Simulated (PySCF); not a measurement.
## Single-point calculation, with input and output: CH2FNS

The run: single-point calculation of CH2FNS. Method and program: HF/def2-TZVPD, RHF (PySCF 2.14.0).

The geometry comes from this level: PBE0-D4/def2-TZVP.

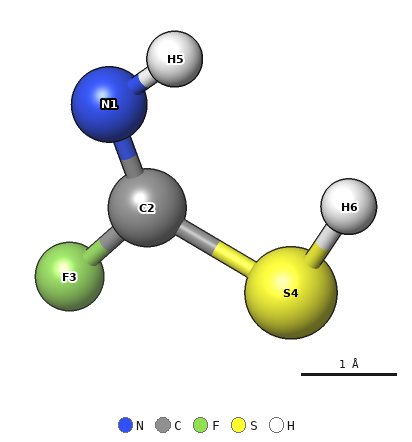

Figure 1. The input geometry (ball-and-stick view, seen at a tilt; atoms are numbered from 1 in the order of the input). Bond lengths as drawn: C–F 1.33 Å, C–N 1.24 Å, C–S 1.76 Å, H–N 1.01 Å and H–S 1.34 Å.

## The input (run.py)
```python
# N=C(F)S
from pyscf import gto, scf

system = gto.Mole()
system.atom = 'start.xyz'
system.charge = 0
system.max_memory = 1860
system.verbose = 3
system.basis = 'def2-tzvpd'
system.build()

hf = scf.RHF(system)
hf.conv_tol = 1e-10
hf.kernel()
if not hf.converged:
    hf = hf.newton().run(hf.mo_coeff, hf.mo_occ)

etot = hf.e_tot
print('E(%s) = %.9f' % ('HF', etot))
```

## File start.xyz
```
6
CH2FNS
N      0.950900    -0.133600    -0.831100
C      0.296700    -0.460400     0.174500
F      0.690600    -1.513300     0.888300
S     -1.148300     0.183500     0.953900
H      0.576100     0.677000    -1.308300
H     -1.323900     1.182700     0.076600
```

Hardware: 1 thread of Arm Neoverse V2, 24 GiB of memory available, shared host.

Launch command:
```bash
OMP_NUM_THREADS=1 python run.py
```

## What the program printed
```
converged SCF energy = -590.525203385055
E(HF) = -590.525203385
```

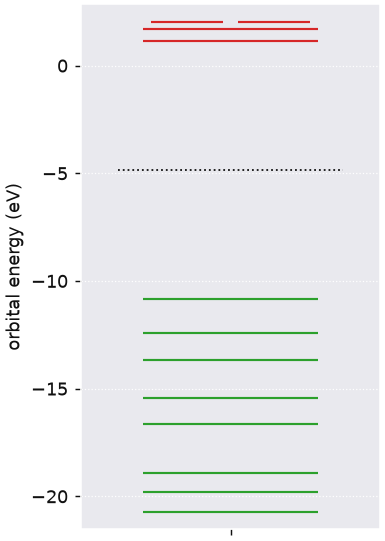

Figure 2. Orbital energies near the frontier; the dotted line parts filled from empty levels, and levels within 0.02 eV of each other stand side by side. Highest filled −10.84 eV, lowest empty 1.16 eV, 12.00 eV apart.

## Summary

```json
{"quantity": "outcome", "value": "converged"}
{"quantity": "total energy", "value": "−590.525203 hartree"}
{"quantity": "basis functions", "value": "178"}
{"quantity": "HOMO", "value": "−10.84 eV"}
{"quantity": "LUMO", "value": "1.16 eV"}
{"quantity": "dipole moment", "value": "3.23 D"}
{"quantity": "wall time", "value": "11 s"}
{"quantity": "peak memory", "value": "1.1 GiB"}
```
